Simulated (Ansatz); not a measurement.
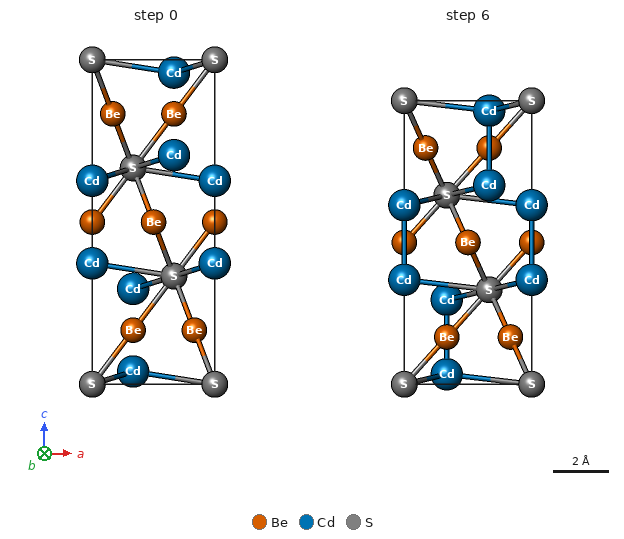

The structure of a crystal of Be₃Cd₂S (a generated structure, set up in R-3m) (coarse preliminary run) before (left) and after (right) a relaxation, at one scale.

A ball-and-stick model of the conventional cell (3 times the calculation's cell), seen along the b axis. Lengths and directions refer to the drawn axes.

The calculation used DFT PBE, scalar-relativistic, plane waves, PAW in Ansatz. Settings: plane-wave cutoff 420 eV; k-point mesh 6 × 6 × 6; occupations gaussian; smearing width 0.1 eV; no spin polarisation; cell and atoms relaxed; force threshold 0.04 eV/Å; at most 70 steps.

Summarise the run.

Answer. The largest moves relative to the cell, 0.044 Å, are those of Cd atoms. Be and S stay in place. Cell: a = b 5.183 → 5.390 Å (+4.0 %), c 11.895 → 10.396 Å (−12.6 %). Volume −5.5 %. Near-neighbour distances that change, for instance: Cd–Cd 3.027 → 2.733 Å, Be–S 2.484 → 2.329 Å, Cd–S 3.029 → 3.133 Å. Bond angles that change, for instance: Be–S–Be 62.9° → 70.7°, Be–S–Be 117.1° → 109.3°. The space group stays R-3m (No. 166). The energy falls by 80.2 meV per atom in 5 accepted moves (6 points after the start). Largest force component: 0.37 eV/Å at the start, 0.00058 eV/Å at the end. The pressure goes from −4.59 to −0.07 GPa. The SCF was repeated once at an unchanged geometry on a basis and grid sized afresh for the cell, which shifted the energy by 0.1 meV per atom at most. The run took 34 s on 1 thread of Arm Neoverse V2 (shared host), peak memory 0.4 GiB.
